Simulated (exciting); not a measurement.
Consider CdF2, space group Fm-3m.

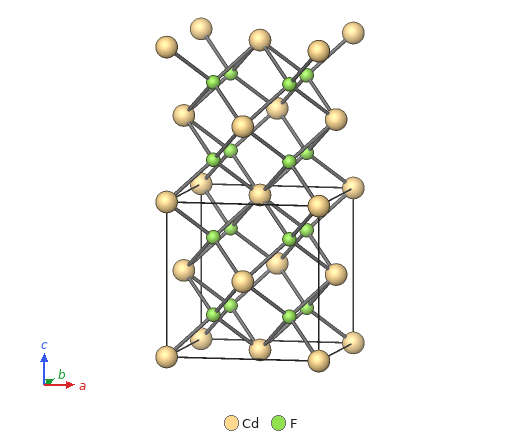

The structure (cadmium orange, fluorine green). 1×1×2 conventional cells are drawn. Some periodic images of atoms are drawn too.

```
Cd F
1.0
     0.00000    2.69400    2.69400
     2.69400    0.00000    2.69400
     2.69400    2.69400    0.00000
Cd F
1 2
Direct
  0.00000 0.00000 0.00000
  0.75000 0.75000 0.75000
  0.25000 0.25000 0.25000
```

Absorber: atom 2, with 4 Cd at 2.33 Å (tetrahedral, site symmetry -43m). Method: exciting, all-electron LAPW+lo, LDA, exchange and screened direct term (singlet BSE), 5×5×5 shifted k points, 16 conduction bands, |G+q| up to 3 bohr⁻¹, full RPA screening with nempty = 37, Lorentzian half width 0.45 eV.

Predict the F K near-edge structure at this level.

Bound core exciton? Undecided on this mesh: the first bright state (over 5 % of the brightest) lies at -0.15 eV from the Kohn–Sham onset and at -0.45 eV from the lowest bare transition of its own mesh; weaker or dark states reach down to -0.58 eV. Maxima (height): 1.6 eV (1.00), 5.1 eV (0.76), 8.5 eV (0.67), 14.3 eV (0.34) and 16.8 eV (0.58).

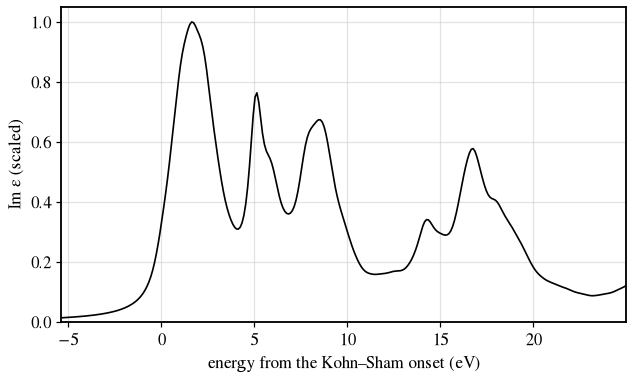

Energy from the Kohn–Sham onset, core level to the lowest empty state found on the meshes used; Im ε in relative units.

A mesh of 125 points doesn't converge binding energies. Exchange and the short-range direct term aren't converged in the kernel cutoff. The zero comes from the unshifted 5×5×5 ground-state mesh; it is exact only where the band minimum lies on that mesh. The Kohn–Sham onset, 650 eV, is no photon energy: the scale needs a rigid shift. No quasiparticle correction widens the gap or stretches the bands. Vibrations and energy-dependent lifetimes are left out. The structure is a published determination, not relaxed.

[Banner, clock and machine lines of the logs are left out without a mark of their own.]

[Logs are printed without paths, hosts, clocks, repeated set-up lines and the standing remarks that a program may print on its own settings, such as how far it seeks lower states.]

[Hosts, paths, dates, database ids (printed as entryN), source tags and the programs' standing remarks are cut or masked in the printed files.]
